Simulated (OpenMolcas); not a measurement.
## Multiconfigurational calculation, with input and output: Co²⁺ complex

System: Co²⁺ with 6 ligands (F; octahedron, 2.165 Å), embedded in KMgF3 by model potentials and point charges, whose field is part of the energies.
Method: state-averaged CASSCF, active space 7 electrons in the shell 3d, basis ANO-RCC-VDZP on the metal and ANO-RCC-VDZP on the ligands, DKH2 scalar Hamiltonian, spin-orbit coupling by RASSI with atomic mean-field integrals (OpenMolcas).

## The program's output (extracts)
```
--- SEWARD ---
Basis set label: CO.ANO-RCC...5S4P2D1F.

      Electronic valence basis set:
      ------------------
      Associated Effective Charge  27.000000 au
      Associated Actual Charge     27.000000 au
      Nuclear Model: Point charge

      Shell  nPrim  nBasis  Cartesian Spherical Contaminant
         s      21       5        X
         p      15       4        X
         d      10       2                 X
         f       6       1                 X
                  Relativistic Douglas-Kroll-Hess integrals:
                    - DKH order of Hamiltonian: 2
                    - DKH order of Properties : 0
                  Atomic mean-field integrals
--- RASSCF ---
Wave function specifications:
      -----------------------------

      Number of closed shell electrons          78
      Number of electrons in active shells       7
      Max number of holes in RAS1 space          0
      Max nr of electrons in RAS3 space          0
      Number of inactive orbitals               39
      Number of active orbitals                  5
      Number of secondary orbitals              98
      Spin quantum number                      1.5
      State symmetry                             1
Orbital specifications:
      -----------------------

      Symmetry species                           1   2
                                                ag  au
      Frozen orbitals                            0   0
      Inactive orbitals                         18  21
      Active orbitals                            5   0
      RAS1 orbitals                              0   0
      RAS2 orbitals                              5   0
      RAS3 orbitals                              0   0
      Secondary orbitals                        46  52
      Deleted orbitals                           0   0
      Number of basis functions                 69  73
      Number of CSFs                            10
      Number of root(s) required                10
      Iter CI   SX   CI       RASSCF       Energy    max ROT     max BLB   max BLB  Level Ln srch  Step   QN
          iter iter root      energy       change     param      element    value   shift minimum  type update
 Nr of preliminary CI iterations:   1
      Total energies have been shifted. Add                -1000.00 au
        1   1   10    0  -990.30046572    0.00E+00   5.00E-02   18  58 1  5.20E-01*  1.15   0.00    SX    NO
        2   1   10    0  -990.99560405   -6.95E-01* -3.36E-02   18  58 1  1.76E-01*  0.87   0.00    SX    NO
        3   1   10    0  -991.07452834   -7.89E-02* -1.42E-02   21  24 2  4.82E-02*  0.83   0.00    SX    NO
        4   1    9    0  -991.08445281   -9.92E-03* -7.29E-03   21  24 2  2.74E-02*  0.81   0.00    SX    NO
        5   1    9    0  -991.08686172   -2.41E-03*  8.00E-03   21  24 2  1.62E-02*  0.81   2.15    LS   YES
        6   1    8    0  -991.08782683   -9.65E-04* -2.23E-03    6  34 2 -1.17E-02*  0.81   1.05    QN   YES
        7   1    8    0  -991.08807239   -2.46E-04* -1.36E-03   21  27 1 -2.79E-03*  0.80   1.22    QN   YES
        8   1    7    0  -991.08813413   -6.17E-05* -3.00E-04   21  62 2  5.23E-04*  0.80   1.08    QN   YES
        9   1    7    0  -991.08813609   -1.97E-06* -1.26E-04   21  62 2  2.56E-04*  0.80   1.42    LS   YES
       10   1    6    0  -991.08813624   -1.47E-07*  4.74E-05   21  65 2 -1.80E-04*  0.80   0.86    QN   YES
       11   1    6    0  -991.08813642   -1.78E-07* -2.15E-05   21  24 2 -6.94E-05   0.80   1.45    LS   YES
       12   1    6    0  -991.08813642   -6.47E-09  -1.66E-05   18  58 1 -5.49E-05   0.80   0.53    QN   YES
      Convergence after 12 iterations
       13   1    6    0  -991.08813643   -1.06E-08* -1.66E-05   18  58 1 -1.94E-05   0.80   0.53    QN   YES
      Natural orbitals and occupation numbers for root  1
      sym 1:   1.873937   1.126063   1.126063   1.873937   1.000000
      Natural orbitals and occupation numbers for root  2
      sym 1:   1.125991   1.874009   1.000000   1.874009   1.125991
      Natural orbitals and occupation numbers for root  3
      sym 1:   1.874049   1.874049   1.125951   1.125951   1.000000
::    RASSCF root number  1 Total energy:  -1991.12893199
::    RASSCF root number  2 Total energy:  -1991.12893199
::    RASSCF root number  3 Total energy:  -1991.12893199
::    RASSCF root number  4 Total energy:  -1991.10823286
::    RASSCF root number  5 Total energy:  -1991.10823286
::    RASSCF root number  6 Total energy:  -1991.10823286
::    RASSCF root number  7 Total energy:  -1991.08340442
::    RASSCF root number  8 Total energy:  -1991.02882179
::    RASSCF root number  9 Total energy:  -1991.02882179
::    RASSCF root number 10 Total energy:  -1991.02882179
--- RASSCF ---
Wave function specifications:
      -----------------------------

      Number of closed shell electrons          78
      Number of electrons in active shells       7
      Max number of holes in RAS1 space          0
      Max nr of electrons in RAS3 space          0
      Number of inactive orbitals               39
      Number of active orbitals                  5
      Number of secondary orbitals              98
      Spin quantum number                      0.5
      State symmetry                             1
Orbital specifications:
      -----------------------

      Symmetry species                           1   2
                                                ag  au
      Frozen orbitals                            0   0
      Inactive orbitals                         18  21
      Active orbitals                            5   0
      RAS1 orbitals                              0   0
      RAS2 orbitals                              5   0
      RAS3 orbitals                              0   0
      Secondary orbitals                        46  52
      Deleted orbitals                           0   0
      Number of basis functions                 69  73
      Number of CSFs                            40
      Number of root(s) required                40
      Iter CI   SX   CI       RASSCF       Energy    max ROT     max BLB   max BLB  Level Ln srch  Step   QN
          iter iter root      energy       change     param      element    value   shift minimum  type update
 Nr of preliminary CI iterations:   1
      Total energies have been shifted. Add                -1000.00 au
        1   1    8    0  -990.96784639    0.00E+00   7.65E-03   19  25 1 -1.47E-02*  0.80   0.00    SX    NO
        2   1    8    0  -990.96835354   -5.07E-04* -4.53E-03    7  34 2 -1.01E-02*  0.81   0.00    SX    NO
        3   1    8    0  -990.96844699   -9.35E-05*  1.61E-03   19  25 1 -2.77E-03*  0.81   0.00    SX    NO
        4   1    7    0  -990.96846596   -1.90E-05* -9.88E-04    7  34 2 -1.75E-03*  0.81   0.00    SX    NO
        5   1    7    0  -990.96846997   -4.00E-06*  6.23E-04   19  25 1 -5.72E-04*  0.81   1.09    QN   YES
        6   1    6    0  -990.96847103   -1.07E-06*  1.08E-04    7  34 2  1.26E-04*  0.81   1.21    QN   YES
        7   1    5    0  -990.96847105   -2.15E-08*  1.61E-04   12  29 1 -1.58E-05   0.81   2.50    LS   YES
        8   1    6    0  -990.96847098    7.14E-08*  1.09E-04    7  34 2 -1.54E-04*  0.81   0.03    LS   YES
        9   1    5    0  -990.96847105   -6.93E-08*  4.79E-05   19  25 1  4.92E-05   0.81   1.18    QN   YES
       10   1    5    0  -990.96847105    4.25E-09  -2.39E-06   21  27 1  7.36E-06   0.81   0.19    QN   YES
      Convergence after 10 iterations
       11   1    5    0  -990.96847105    8.50E-10  -2.39E-06   19  22 2  5.05E-06   0.81   0.19    QN   YES
      Natural orbitals and occupation numbers for root  1
      sym 1:   1.877691   0.247224   1.039694   1.929967   1.905424
      Natural orbitals and occupation numbers for root  2
      sym 1:   1.931030   1.039694   0.247224   1.878755   1.903297
      Natural orbitals and occupation numbers for root  3
      sym 1:   1.043346   1.104430   1.147483   1.852324   1.852417
::    RASSCF root number  1 Total energy:  -1991.05293145
::    RASSCF root number  2 Total energy:  -1991.05293145
::    RASSCF root number  3 Total energy:  -1991.03772331
::    RASSCF root number  4 Total energy:  -1991.03772331
::    RASSCF root number  5 Total energy:  -1991.03772331
::    RASSCF root number  6 Total energy:  -1991.03760290
::    RASSCF root number  7 Total energy:  -1991.03760290
::    RASSCF root number  8 Total energy:  -1991.03760290
::    RASSCF root number  9 Total energy:  -1991.02515018
::    RASSCF root number 10 Total energy:  -1991.01231428
::    RASSCF root number 11 Total energy:  -1991.01231428
::    RASSCF root number 12 Total energy:  -1991.01231428
::    RASSCF root number 13 Total energy:  -1991.00387475
::    RASSCF root number 14 Total energy:  -1991.00387475
::    RASSCF root number 15 Total energy:  -1991.00387475
::    RASSCF root number 16 Total energy:  -1991.00291148
::    RASSCF root number 17 Total energy:  -1991.00291148
::    RASSCF root number 18 Total energy:  -1991.00291148
::    RASSCF root number 19 Total energy:  -1990.99491313
::    RASSCF root number 20 Total energy:  -1990.99491313
::    RASSCF root number 21 Total energy:  -1990.98395583
::    RASSCF root number 22 Total energy:  -1990.98395583
::    RASSCF root number 23 Total energy:  -1990.98327702
::    RASSCF root number 24 Total energy:  -1990.98327702
::    RASSCF root number 25 Total energy:  -1990.98327702
::    RASSCF root number 26 Total energy:  -1990.98263244
::    RASSCF root number 27 Total energy:  -1990.98263244
::    RASSCF root number 28 Total energy:  -1990.98263244
::    RASSCF root number 29 Total energy:  -1990.92026724
::    RASSCF root number 30 Total energy:  -1990.92026724
--- RASSI ---
SPIN-FREE ENERGIES:
  (Shifted by EMIN (a.u.) =      -1991.1289319918)

 SF State       Relative EMIN(au)   Rel lowest level(eV)    D:o, cm**(-1)

     1             0.0000000000        0.0000000000              0.0000
     2             0.0000000000        0.0000000000              0.0000
     3             0.0000000000        0.0000000000              0.0000
     4             0.0206991349        0.5632521551           4542.9350
     5             0.0206991349        0.5632521551           4542.9350
     6             0.0206991349        0.5632521551           4542.9350
     7             0.0455275714        1.2388683296           9992.1469
    11             0.0760005455        2.0680801987          16680.1917
    12             0.0760005455        2.0680801987          16680.1917
    13             0.0912086827        2.4819146931          20017.9920
    14             0.0912086827        2.4819146931          20017.9920
    15             0.0912086827        2.4819146931          20017.9920
    16             0.0913290926        2.4851912147          20044.4189
    17             0.0913290926        2.4851912147          20044.4189
    18             0.0913290926        2.4851912147          20044.4189
    10             0.1001102028        2.7241373950          21971.6499
     8             0.1001102028        2.7241373950          21971.6499
     9             0.1001102028        2.7241373950          21971.6499
    19             0.1037818097        2.8240469078          22777.4744
    20             0.1166177140        3.1733296575          25594.6298
    21             0.1166177140        3.1733296575          25594.6298
    22             0.1166177140        3.1733296575          25594.6298
    23             0.1250572367        3.4029807702          27446.8909
    24             0.1250572367        3.4029807702          27446.8909
    25             0.1250572367        3.4029807702          27446.8909
    26             0.1260205098        3.4291927659          27658.3049
    27             0.1260205098        3.4291927659          27658.3049
    28             0.1260205098        3.4291927659          27658.3049
    29             0.1340188626        3.6468390344          29413.7405
    30             0.1340188626        3.6468390344          29413.7405
    31             0.1449761563        3.9450021868          31818.5885
    32             0.1449761563        3.9450021868          31818.5885
    33             0.1456549734        3.9634737411          31967.5716
    34             0.1456549734        3.9634737411          31967.5716
    35             0.1456549734        3.9634737411          31967.5716
    36             0.1462995506        3.9810135798          32109.0399
    37             0.1462995506        3.9810135798          32109.0399
    38             0.1462995506        3.9810135798          32109.0399
    39             0.2086647520        5.6780571613          45796.6195
    40             0.2086647520        5.6780571613          45796.6195
Eigenvalues of complex Hamiltonian:
   -----------------------------------
  (Shifted by EMIN (a.u.) =      -1991.1289319918)

 SO State       Relative EMIN(au)   Rel lowest level(eV)    D:o, cm**(-1)

     1            -0.0032196542        0.0000000000              0.0000
     2            -0.0032196542        0.0000000000              0.0000
     3            -0.0016067292        0.0438899271            353.9961
     4            -0.0016067292        0.0438899271            353.9961
     5            -0.0016067292        0.0438899271            353.9961
     6            -0.0016067292        0.0438899271            353.9961
     7             0.0010806834        0.1170181488            943.8150
     8             0.0010806834        0.1170181488            943.8150
     9             0.0010806834        0.1170181490            943.8150
    10             0.0010806834        0.1170181490            943.8150
    11             0.0016442791        0.1323543677           1067.5100
    12             0.0016442791        0.1323543677           1067.5100
    13             0.0200994474        0.6345450819           5117.9512
    14             0.0200994474        0.6345450819           5117.9512
    15             0.0204384794        0.6437706127           5192.3602
    16             0.0204384794        0.6437706126           5192.3602
    17             0.0204384794        0.6437706126           5192.3602
    18             0.0204384794        0.6437706127           5192.3602
    19             0.0208358479        0.6545835587           5279.5725
    20             0.0208358479        0.6545835587           5279.5725
    21             0.0208358479        0.6545835586           5279.5725
    22             0.0208358479        0.6545835586           5279.5725
    23             0.0217129130        0.6784497168           5472.0660
    24             0.0217129130        0.6784497168           5472.0660
    25             0.0457725008        1.3331444542          10752.5352
    26             0.0457725008        1.3331444542          10752.5352
    27             0.0457725008        1.3331444542          10752.5352
    28             0.0457725008        1.3331444542          10752.5352
    29             0.0756497172        2.1461449299          17309.8262
    30             0.0756497172        2.1461449299          17309.8262
    31             0.0756497172        2.1461449299          17309.8262
    32             0.0756497172        2.1461449299          17309.8262
    33             0.0891622110        2.5138386170          20275.4758
    34             0.0891622110        2.5138386178          20275.4758
    35             0.0891622110        2.5138386170          20275.4758
    36             0.0891622110        2.5138386178          20275.4758
    37             0.0920065312        2.5912365117          20899.7319
    38             0.0920065311        2.5912365108          20899.7319
    39             0.0920065312        2.5912365117          20899.7319
    40             0.0920065311        2.5912365108          20899.7319
    41             0.0923388744        2.6002800311          20972.6728
Weights of the five most important spin-orbit-free states for each spin-orbit state.

 SO State  Total energy (au)           Spin-free states, spin, and weights
 -------------------------------------------------------------------------------------------------------
    1        -0.003220       1 1.5  0.3317    3 1.5  0.3317    2 1.5  0.3317    4 1.5  0.0012    5 1.5  0.0012
    2        -0.003220       1 1.5  0.3317    3 1.5  0.3317    2 1.5  0.3317    4 1.5  0.0012    5 1.5  0.0012
    3        -0.001607       2 1.5  0.5197    3 1.5  0.3493    1 1.5  0.1159    6 1.5  0.0053    5 1.5  0.0047
    4        -0.001607       2 1.5  0.5255    3 1.5  0.3388    1 1.5  0.1206    6 1.5  0.0053    5 1.5  0.0046
    5        -0.001607       1 1.5  0.5359    3 1.5  0.3179    2 1.5  0.1310    4 1.5  0.0053    5 1.5  0.0046
    6        -0.001607       1 1.5  0.5407    3 1.5  0.3072    2 1.5  0.1369    4 1.5  0.0054    5 1.5  0.0045
    7         0.001081       2 1.5  0.5076    3 1.5  0.3470    1 1.5  0.1165    4 1.5  0.0142    5 1.5  0.0084
    8         0.001081       2 1.5  0.5094    3 1.5  0.3435    1 1.5  0.1182    4 1.5  0.0142    5 1.5  0.0085
    9         0.001081       1 1.5  0.5293    3 1.5  0.3043    2 1.5  0.1376    6 1.5  0.0137    5 1.5  0.0095
   10         0.001081       1 1.5  0.5308    3 1.5  0.3001    2 1.5  0.1403    6 1.5  0.0136    5 1.5  0.0096
   11         0.001644       1 1.5  0.3317    3 1.5  0.3317    2 1.5  0.3317    4 1.5  0.0015    5 1.5  0.0015
   12         0.001644       1 1.5  0.3317    3 1.5  0.3317    2 1.5  0.3317    4 1.5  0.0015    5 1.5  0.0015
```

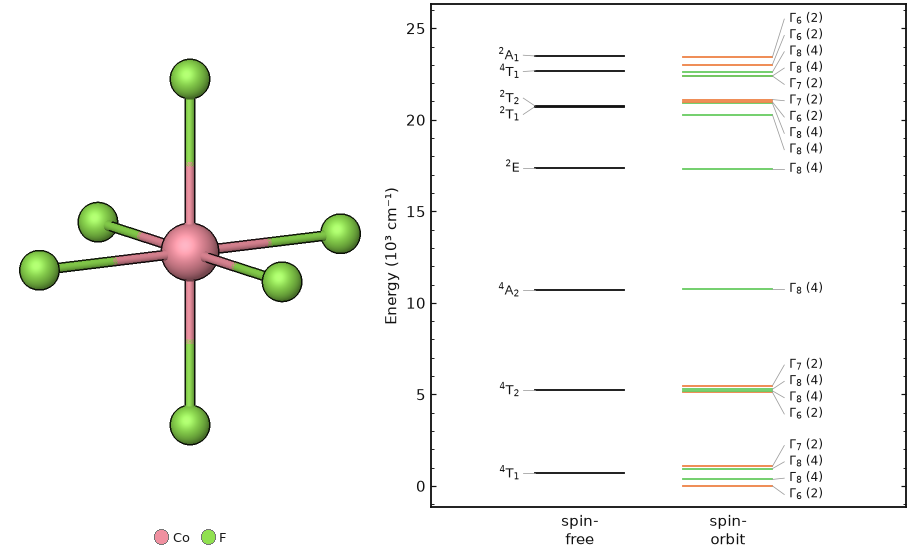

**Figure 1.** Co²⁺ (3d⁷) as a dopant in KMgF₃, a cluster with its 6 nearest F⁻ at 2.165 Å (octahedron) embedded in model potentials and point charges; the geometry was set, not optimised, and its levels. Labels give the representation in O, Td, D4 or D3 as the site allows (double group for half-integer spin) where it could be assigned and, in brackets, the degeneracy; spin-free states, where drawn, share the zero of the spin-orbit levels. The ground level is Γ₆, a Kramers doublet, 100 % from states of spin multiplicity 4. Its principal g values are 4.53, 4.53 and 4.53, isotropic. The next level lies at 354 cm⁻¹ (Γ₈). The lowest spin-free state is ⁴T₁, from the free-ion F term; of the same spin there follow at 4,540 cm⁻¹ (⁴T₂), 9,990 cm⁻¹ (⁴A₂) and 22,000 cm⁻¹ (⁴T₁) above it. A ligand-field fit to the spin-free states gives |10Dq| = 5,190 cm⁻¹, B = 1,220 and C = 4,480 cm⁻¹ (rms misfit 90 cm⁻¹). The active orbitals hold 96 to 99 % metal character (Löwdin), and the Mulliken charge of the metal is +1.58.

## Input file
```
&GATEWAY
Basis set
Co.ANO-RCC-VDZP.
Co1 0.0 0.0 0.0 Angstrom
End of basis
Basis set
F.ANO-RCC-VDZP.
L1 2.165000 0.000000 0.000000 Angstrom
L2 0.000000 2.165000 0.000000 Angstrom
L3 0.000000 0.000000 2.165000 Angstrom
End of basis
Basis set
Mg.EMB-AIMP.Lopez-Moraza.7s4p.1s1p.ECP.KMgF3.
PseudoCharge
* 3 symmetry-unique lattice sites within 7.6 angstrom
End of basis
Basis set
K.EMB-AIMP.Lopez-Moraza.0s.0s.ECP.KMgF3.
PseudoCharge
* 16 symmetry-unique lattice sites within 7.6 angstrom
End of basis
Basis set
Mg.EMB-AIMP.Lopez-Moraza.0s.0s.ECP.KMgF3.
PseudoCharge
* 10 symmetry-unique lattice sites within 7.6 angstrom
End of basis
Basis set
F.EMB-AIMP.Lopez-Moraza.0s.0s.ECP.KMgF3.
PseudoCharge
* 39 symmetry-unique lattice sites within 7.6 angstrom
End of basis
Symmetry
XYZ
AngMom=0.0 0.0 0.0
AMFI
RICD
XField
1521 Angstrom 0
* Evjen-weighted lattice charges
&SEWARD
&RASSCF
FileOrb=start.orb
Symmetry=1
Spin=4
nActEl=7 0 0
Inactive=18 21
Ras2=5 0
CIRoot=10 10 1
SDav=10
CIMx=300
Iter=150 100
PrWF=0.3
OrbListing=Nothing
MaxOrb=0
LevShft=1.0
>>> COPY $Project.JobIph JOB001
&RASSCF
FileOrb=start.orb
Symmetry=1
Spin=2
nActEl=7 0 0
Inactive=18 21
Ras2=5 0
CIRoot=40 40 1
SDav=40
CIMx=300
Iter=150 100
PrWF=0.3
OrbListing=Nothing
MaxOrb=0
LevShft=1.0
>>> COPY $Project.JobIph JOB002
&RASSI
NrOfJobIphs=2 10 40
1 2 3 4 5 6 7 8 9 10
1 2 3 4 5 6 7 8 9 10 11 12 13 14 15 16 17 18 19 20 21 22 23 24 25 26 27
28 29 30 31 32 33 34 35 36 37 38 39 40
IphNames
JOB001
JOB002
EJob
SpinOrbit
DIPRint=1.0
SOCoupling=1000.0
Subsets=2
Property=9
'ANGMOM' 1 'ANGMOM' 2 'ANGMOM' 3 'MLTPL  1' 1 'MLTPL  1' 2 'MLTPL  1' 3
'AMFI' 1 'AMFI' 2 'AMFI' 3
SOProperty=3
'ANGMOM' 1 'ANGMOM' 2 'ANGMOM' 3
```

The file start.orb holds starting orbitals from an earlier step. A driver script formed the levels outside the program, from RASSI's spin-orbit matrix and the active-space energies, averaged over the components of each term or state.

Command:
```bash
OMP_NUM_THREADS=1 MOLCAS_MEM=2457 MOLCAS_PROJECT=a pymolcas a.inp > a.log  # once for each step of the input, in one work folder
```

## Results in brief

| quantity | value |
| --- | --- |
| outcome | converged |
| energy of the lowest spin-free term | −1991.12893 hartree |
| energy of the lowest spin-orbit level | −1991.13215 hartree |
| largest spread among components of a term | 0.0 cm⁻¹ |
| hardware | 1 thread of Arm Neoverse V2, 24 GiB of memory available, shared host |
| wall time | 19 s |
| peak memory | 0.18 GiB |

## Notes

Without dynamic correlation the splittings between terms come out too large, often by 20 to 50 %. Limits: small active space favours high spin, ground spin may be wrong; the geometry is set by hand, with no relaxation.
